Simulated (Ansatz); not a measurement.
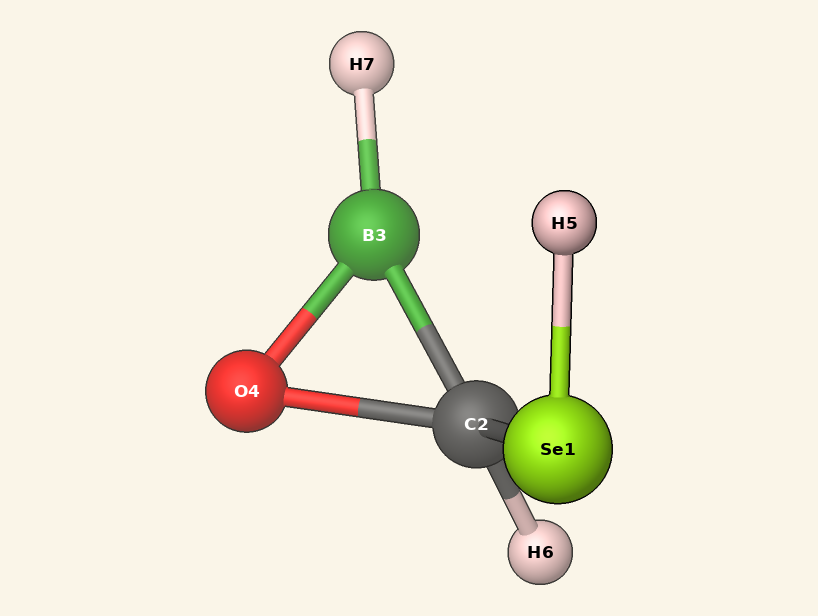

C2 lies behind Se1. The molecule seen a little off the Se1–C2 bond, Se1 in front. Depth is shown by fading: the farther an atom, the more it takes the colour of the background. The computed structure is the end point of a PBE0-D4/def2-TZVP optimisation.

Question: What is the torsion angle H5–Se1–C2–O4? The sign is positive where the front bond must turn clockwise to cover the back bond.

Answer: −82°, about perpendicular.
